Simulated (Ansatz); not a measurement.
Molecular dynamics of Al2NH3Cl (charge −1) (part 3 of 3)

The same run, continued: Al2NH3Cl, charge −1; UKS PBE/def2-SVP (Ansatz 0.2.0). It belongs to a series of runs on one base structure; here: dynamics from the highest image of the converged band.

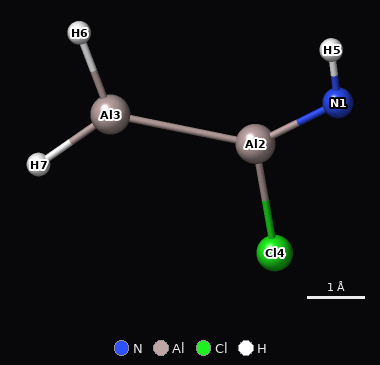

**Figure 1.** The geometry at step 119 of the log (ball-and-stick view, seen at a tilt; atoms are numbered from 1 in the order of the input).

## Trajectory as extended XYZ, continued
```
7
Properties=species:S:1:pos:R:3:forces:R:3 step=37 time_fs=18.5 energy=-27233.67905 temperature=46.5
N    -2.3593    0.6328    0.1380    0.1655   0.1955   0.0922
Al   -0.9254   -0.2101   -0.4311    0.0184  -0.0202   0.0414
Al    1.6083   -0.1109    0.3045   -0.3251   0.0850  -0.3364
Cl   -1.1963   -1.5493   -2.1930    0.0634   0.1026   0.2128
H    -2.2132    1.3181    0.9124    0.0065  -0.2916  -0.1846
H     2.1816    0.8320    1.5102    0.0214  -0.0285   0.1033
H     2.8869   -0.6888   -0.5449    0.0499  -0.0429   0.0713
7
Properties=species:S:1:pos:R:3:forces:R:3 step=44 time_fs=22.0 energy=-27233.67561 temperature=41.2
N    -2.3602    0.6294    0.1284   -0.0655  -0.2187  -0.3932
Al   -0.9300   -0.2088   -0.4254    0.1909  -0.1818  -0.1169
Al    1.6132   -0.1112    0.3043   -0.2014   0.2064  -0.1661
Cl   -1.1978   -1.5482   -2.1934    0.0902   0.1240   0.2468
H    -2.2151    1.2905    0.8964    0.0672   0.2689   0.4296
H     2.2236    0.8407    1.5151   -0.0987  -0.1419  -0.0466
H     2.9012   -0.6880   -0.5336    0.0173  -0.0569   0.0464
7
Properties=species:S:1:pos:R:3:forces:R:3 step=52 time_fs=26.0 energy=-27233.67183 temperature=35.4
N    -2.3619    0.6247    0.1150   -0.1875   0.4907   0.4245
Al   -0.9342   -0.2083   -0.4195    0.4543  -0.3515  -0.2704
Al    1.6178   -0.1105    0.3030   -0.1097   0.2085  -0.1087
Cl   -1.1990   -1.5465   -2.1929    0.1098   0.1374   0.2642
H    -2.2112    1.2789    0.9177   -0.0672  -0.2747  -0.2574
H     2.2576    0.8313    1.5150   -0.1634  -0.1493  -0.0742
H     2.9195   -0.6952   -0.5141   -0.0363  -0.0611   0.0220
7
Properties=species:S:1:pos:R:3:forces:R:3 step=59 time_fs=29.5 energy=-27233.67386 temperature=38.4
N    -2.3651    0.6239    0.1059   -0.2699   0.2756   0.2073
Al   -0.9358   -0.2095   -0.4155    0.5192  -0.3964  -0.3412
Al    1.6213   -0.1089    0.3014   -0.1367   0.0786  -0.1998
Cl   -1.1997   -1.5445   -2.1914    0.1224   0.1330   0.2550
H    -2.2135    1.2475    0.9200   -0.0422  -0.0009   0.0268
H     2.2680    0.8053    1.5070   -0.1240  -0.0298   0.0558
H     2.9314   -0.7092   -0.4942   -0.0687  -0.0601  -0.0041
7
Properties=species:S:1:pos:R:3:forces:R:3 step=67 time_fs=33.5 energy=-27233.67477 temperature=39.9
N    -2.3713    0.6256    0.0973   -0.2008   0.0555   0.0252
Al   -0.9350   -0.2129   -0.4128    0.4339  -0.3136  -0.3223
Al    1.6245   -0.1067    0.2984   -0.2297  -0.0808  -0.2982
Cl   -1.2000   -1.5416   -2.1887    0.1277   0.1100   0.2168
H    -2.2216    1.2142    0.9305   -0.0164   0.1736   0.2079
H     2.2630    0.7724    1.5071   -0.0477   0.1076   0.2051
H     2.9355   -0.7336   -0.4722   -0.0670  -0.0525  -0.0345
7
Properties=species:S:1:pos:R:3:forces:R:3 step=74 time_fs=37.0 energy=-27233.67867 temperature=46.0
N    -2.3786    0.6280    0.0906    0.0235   0.3345   0.5753
Al   -0.9323   -0.2173   -0.4119    0.2820  -0.1527  -0.2272
Al    1.6262   -0.1051    0.2945   -0.2550  -0.0945  -0.2021
Cl   -1.1998   -1.5387   -2.1856    0.1242   0.0770   0.1641
H    -2.2315    1.2018    0.9583   -0.0825  -0.2173  -0.4043
H     2.2514    0.7551    1.5303   -0.0508   0.0850   0.1396
H     2.9308   -0.7616   -0.4571   -0.0413  -0.0320  -0.0454
7
Properties=species:S:1:pos:R:3:forces:R:3 step=81 time_fs=40.5 energy=-27233.68280 temperature=52.3
N    -2.3857    0.6324    0.0875    0.1900  -0.2705  -0.1369
Al   -0.9284   -0.2224   -0.4120    0.0081   0.0662  -0.1104
Al    1.6269   -0.1039    0.2898   -0.2345  -0.0333   0.0090
Cl   -1.1992   -1.5356   -2.1820    0.1212   0.0330   0.0994
H    -2.2490    1.1738    0.9537    0.0227   0.2286   0.2340
H     2.2335    0.7468    1.5684   -0.0932  -0.0275  -0.0610
H     2.9212   -0.7931   -0.4470   -0.0143   0.0036  -0.0340
7
Properties=species:S:1:pos:R:3:forces:R:3 step=89 time_fs=44.5 energy=-27233.67710 temperature=43.4
N    -2.3917    0.6351    0.0835    0.4027  -0.2119   0.1229
Al   -0.9238   -0.2278   -0.4127   -0.1946   0.2800   0.0275
Al    1.6263   -0.1027    0.2844   -0.2552  -0.0348   0.1415
Cl   -1.1980   -1.5319   -2.1774    0.1074  -0.0228   0.0173
H    -2.2673    1.1665    0.9697    0.0122   0.0270  -0.1082
H     2.2002    0.7335    1.6032   -0.0798  -0.0887  -0.1940
H     2.9083   -0.8283   -0.4400    0.0073   0.0512  -0.0070
7
Properties=species:S:1:pos:R:3:forces:R:3 step=96 time_fs=48.0 energy=-27233.67116 temperature=34.3
N    -2.3935    0.6355    0.0807    0.4864  -0.1341   0.3263
Al   -0.9207   -0.2313   -0.4132   -0.2787   0.4037   0.1110
Al    1.6246   -0.1019    0.2802   -0.3429  -0.1409   0.0694
Cl   -1.1966   -1.5288   -2.1733    0.0911  -0.0727  -0.0528
H    -2.2810    1.1676    0.9767    0.0111  -0.1174  -0.3506
H     2.1617    0.7120    1.6116    0.0098  -0.0219  -0.1147
H     2.8978   -0.8529   -0.4351    0.0232   0.0833   0.0113
7
Properties=species:S:1:pos:R:3:forces:R:3 step=104 time_fs=52.0 energy=-27233.66611 temperature=26.6
N    -2.3906    0.6337    0.0796    0.4264  -0.5696  -0.3736
Al   -0.9187   -0.2331   -0.4132   -0.3032   0.4592   0.1331
Al    1.6208   -0.1017    0.2758   -0.4569  -0.2869  -0.1025
Cl   -1.1946   -1.5254   -2.1689    0.0766  -0.1245  -0.1184
H    -2.2935    1.1633    0.9532    0.0820   0.3148   0.3629
H     2.1200    0.6859    1.6071    0.1291   0.1101   0.0848
H     2.8894   -0.8693   -0.4279    0.0459   0.0968   0.0137
7
Properties=species:S:1:pos:R:3:forces:R:3 step=111 time_fs=55.5 energy=-27233.67055 temperature=33.4
N    -2.3843    0.6279    0.0767    0.3062  -0.0218   0.3702
Al   -0.9182   -0.2326   -0.4126   -0.1519   0.3964   0.1014
Al    1.6154   -0.1028    0.2715   -0.4596  -0.2954  -0.0931
Cl   -1.1926   -1.5230   -2.1654    0.0651  -0.1568  -0.1548
H    -2.2959    1.1863    0.9577    0.0271  -0.1417  -0.3348
H     2.0983    0.6751    1.6113    0.1506   0.1285   0.1081
H     2.8875   -0.8717   -0.4200    0.0625   0.0909   0.0030
7
Properties=species:S:1:pos:R:3:forces:R:3 step=119 time_fs=59.5 energy=-27233.68175 temperature=50.6
N    -2.3741    0.6206    0.0762    0.0651  -0.0883   0.0945
Al   -0.9185   -0.2300   -0.4115    0.0305   0.2541  -0.0043
Al    1.6068   -0.1056    0.2663   -0.3172  -0.1610   0.1333
Cl   -1.1901   -1.5208   -2.1621    0.0648  -0.1804  -0.1700
H    -2.2940    1.2008    0.9289    0.0345   0.0799   0.0419
H     2.0937    0.6793    1.6283    0.0694   0.0178  -0.0841
H     2.8942   -0.8615   -0.4106    0.0529   0.0779  -0.0113
7
Properties=species:S:1:pos:R:3:forces:R:3 step=126 time_fs=63.0 energy=-27233.68338 temperature=53.2
N    -2.3645    0.6136    0.0771   -0.1695  -0.0531  -0.0149
Al   -0.9186   -0.2264   -0.4104    0.2176   0.0881  -0.1201
Al    1.5978   -0.1089    0.2622   -0.1459  -0.0582   0.2832
Cl   -1.1876   -1.5195   -2.1598    0.0665  -0.1906  -0.1667
H    -2.2883    1.2203    0.9032    0.0258   0.2059   0.2497
H     2.0988    0.6862    1.6342   -0.0080  -0.0571  -0.2078
H     2.9064   -0.8427   -0.4038    0.0135   0.0651  -0.0234
7
Properties=species:S:1:pos:R:3:forces:R:3 step=133 time_fs=66.5 energy=-27233.68263 temperature=52.1
N    -2.3563    0.6067    0.0785   -0.3678   0.5982   0.6574
Al   -0.9177   -0.2225   -0.4099    0.4098  -0.0747  -0.2158
Al    1.5882   -0.1124    0.2594   -0.0104  -0.0432   0.2552
Cl   -1.1849   -1.5189   -2.1580    0.0622  -0.1938  -0.1572
H    -2.2801    1.2559    0.8968   -0.0258  -0.2994  -0.3493
H     2.1036    0.6873    1.6177   -0.0335  -0.0301  -0.1485
H     2.9201   -0.8163   -0.3997   -0.0346   0.0430  -0.0418
7
Properties=species:S:1:pos:R:3:forces:R:3 step=141 time_fs=70.5 energy=-27233.68299 temperature=52.6
N    -2.3506    0.6038    0.0854   -0.4328   0.0984  -0.0277
Al   -0.9146   -0.2184   -0.4105    0.3716  -0.1467  -0.2652
Al    1.5771   -0.1167    0.2574    0.0695  -0.0917   0.0750
Cl   -1.1815   -1.5190   -2.1567    0.0580  -0.1963  -0.1468
H    -2.2733    1.2698    0.8598    0.0050   0.2469   0.3609
H     2.1049    0.6860    1.5803   -0.0042   0.0890   0.0753
H     2.9308   -0.7805   -0.4014   -0.0672   0.0003  -0.0715
7
Properties=species:S:1:pos:R:3:forces:R:3 step=148 time_fs=74.0 energy=-27233.68349 temperature=53.3
N    -2.3495    0.6031    0.0924   -0.3443   0.3702   0.2432
Al   -0.9102   -0.2155   -0.4122    0.2361  -0.1235  -0.2281
Al    1.5677   -0.1208    0.2561    0.1352  -0.0740  -0.0045
Cl   -1.1784   -1.5197   -2.1560    0.0475  -0.1940  -0.1387
H    -2.2675    1.2984    0.8553   -0.0105  -0.0744   0.0367
H     2.1052    0.6947    1.5549    0.0032   0.1365   0.1825
H     2.9322   -0.7489   -0.4116   -0.0670  -0.0408  -0.0910
7
Properties=species:S:1:pos:R:3:forces:R:3 step=156 time_fs=78.0 energy=-27233.68605 temperature=57.3
N    -2.3515    0.6061    0.1029   -0.1153   0.3839   0.2554
Al   -0.9040   -0.2127   -0.4153   -0.0724  -0.0092  -0.1210
Al    1.5577   -0.1259    0.2546    0.2689   0.0871   0.1172
Cl   -1.1746   -1.5214   -2.1558    0.0355  -0.1865  -0.1306
H    -2.2624    1.3198    0.8553   -0.0039  -0.2345  -0.0956
H     2.1049    0.7221    1.5491   -0.0584   0.0272   0.0571
H     2.9243   -0.7186   -0.4360   -0.0543  -0.0679  -0.0824
7
Properties=species:S:1:pos:R:3:forces:R:3 step=163 time_fs=81.5 energy=-27233.68228 temperature=51.6
N    -2.3545    0.6117    0.1139    0.0951  -0.2656  -0.3946
Al   -0.8989   -0.2104   -0.4186   -0.4050   0.1143  -0.0121
Al    1.5502   -0.1300    0.2539    0.3702   0.2360   0.2330
Cl   -1.1712   -1.5235   -2.1561    0.0265  -0.1754  -0.1239
H    -2.2578    1.3159    0.8500    0.0607   0.2613   0.4365
H     2.0978    0.7500    1.5517   -0.1014  -0.1025  -0.0939
H     2.9104   -0.7003   -0.4676   -0.0461  -0.0681  -0.0449
7
Properties=species:S:1:pos:R:3:forces:R:3 step=170 time_fs=85.0 energy=-27233.68143 temperature=50.2
N    -2.3567    0.6162    0.1227    0.2764   0.2316   0.1397
Al   -0.8954   -0.2076   -0.4220   -0.5739   0.1813   0.0766
Al    1.5443   -0.1330    0.2541    0.3771   0.2762   0.1961
Cl   -1.1677   -1.5262   -2.1568    0.0105  -0.1571  -0.1162
H    -2.2475    1.3280    0.8806    0.0126  -0.3378  -0.1952
H     2.0796    0.7668    1.5447   -0.0676  -0.1389  -0.1064
H     2.8912   -0.6899   -0.5043   -0.0350  -0.0553   0.0054
7
Properties=species:S:1:pos:R:3:forces:R:3 step=178 time_fs=89.0 energy=-27233.68332 temperature=53.1
N    -2.3563    0.6229    0.1333    0.3345  -0.1442  -0.2346
Al   -0.8946   -0.2034   -0.4255   -0.6883   0.1922   0.1213
Al    1.5395   -0.1351    0.2553    0.2578   0.1809  -0.0235
Cl   -1.1636   -1.5300   -2.1580   -0.0038  -0.1290  -0.1044
H    -2.2329    1.3058    0.8999    0.0509  -0.0167   0.1229
H     2.0506    0.7678    1.5241    0.0547  -0.0445   0.0621
H     2.8645   -0.6858   -0.5452   -0.0058  -0.0386   0.0563
7
Properties=species:S:1:pos:R:3:forces:R:3 step=185 time_fs=92.5 energy=-27233.68163 temperature=50.5
N    -2.3531    0.6278    0.1409    0.2754  -0.2535  -0.3530
Al   -0.8970   -0.1989   -0.4280   -0.6367   0.1248   0.1025
Al    1.5365   -0.1361    0.2563    0.1270   0.0926  -0.1895
Cl   -1.1601   -1.5337   -2.1595   -0.0132  -0.0954  -0.0875
H    -2.2143    1.2787    0.9268    0.0618   0.1202   0.2475
H     2.0313    0.7625    1.5127    0.1506   0.0392   0.1967
H     2.8404   -0.6872   -0.5743    0.0351  -0.0278   0.0833
7
Properties=species:S:1:pos:R:3:forces:R:3 step=193 time_fs=96.5 energy=-27233.68496 temperature=55.7
N    -2.3466    0.6318    0.1471    0.1693   0.2808   0.3177
Al   -0.9031   -0.1931   -0.4303   -0.4026  -0.0256   0.0251
Al    1.5338   -0.1366    0.2565    0.0757   0.1409  -0.1269
Cl   -1.1561   -1.5383   -2.1616   -0.0194  -0.0474  -0.0578
H    -2.1867    1.2534    0.9777   -0.0465  -0.3056  -0.3629
H     2.0298    0.7603    1.5253    0.1451  -0.0251   0.1096
H     2.8182   -0.6928   -0.5957    0.0784  -0.0179   0.0953
7
Properties=species:S:1:pos:R:3:forces:R:3 step=200 time_fs=100.0 energy=-27233.68983 temperature=63.2
N    -2.3395    0.6369    0.1543   -0.0868  -0.1458  -0.2641
Al   -0.9103   -0.1881   -0.4322   -0.2116  -0.1661  -0.0786
Al    1.5318   -0.1364    0.2561    0.1136   0.2362   0.0436
Cl   -1.1527   -1.5425   -2.1636   -0.0161  -0.0030  -0.0269
H    -2.1657    1.2048    0.9930    0.0424   0.2316   0.3055
H     2.0463    0.7552    1.5498    0.0706  -0.1448  -0.0750
H     2.8081   -0.6999   -0.6026    0.0878  -0.0081   0.0956
```

This output came from the following input.

## The input
```yaml
crystal:
  periodic: [false, false, false]
  atoms:
    - { symbol: "N", position_ang: [-2.318417, 0.640128, 0.16502] }
    - { symbol: Al, position_ang: [-0.911763, -0.208742, -0.450488] }
    - { symbol: Al, position_ang: [1.560811, -0.104756, 0.284702] }
    - { symbol: Cl, position_ang: [-1.186732, -1.551185, -2.18256] }
    - { symbol: H, position_ang: [-2.103135, 1.22896, 0.991332] }
    - { symbol: H, position_ang: [2.052564, 0.716617, 1.619217] }
    - { symbol: H, position_ang: [2.906672, -0.72101, -0.427231] }
total_charge: -1
magnetization:
  spin_polarized: true
basis:
  gaussian: { orbitals: def2-SVP }
hamiltonian:
  xc: pbe
md:
  timestep: 0.5
  n_steps: 200
  ensemble: nve
  temperature: 100.0
  initial_velocities: maxwell_boltzmann
  seed: 7596
```

Launched with:
```bash
ansatz run input.yaml --threads 2 --pin off --max-ram 3072MiB --backend cpu --events-out ev --progress --plain --runs-dir out
```

## Summary

| quantity | value |
| --- | --- |
| outcome | finished |
| mean temperature over the second half | 50 K |
| trajectory | 200 steps, 100 fs |
| ensemble | nve |
| temperature in the input | 100.0 K |
| time step | 0.5 fs |
| potential energy (last step) | −27233.6899 eV |
| mean-field energy (last step) | −27233.6899 eV |
| largest force (length of the vector) (last step) | 0.386 eV/Å |
| hardware | 2 threads of Intel Xeon (Sapphire Rapids), 16 GiB of memory available, shared host |
| wall time | 4.2 min (CPU time 8.2 min) |
| peak memory | 0.17 GiB |

So short a trajectory is not equilibrated.
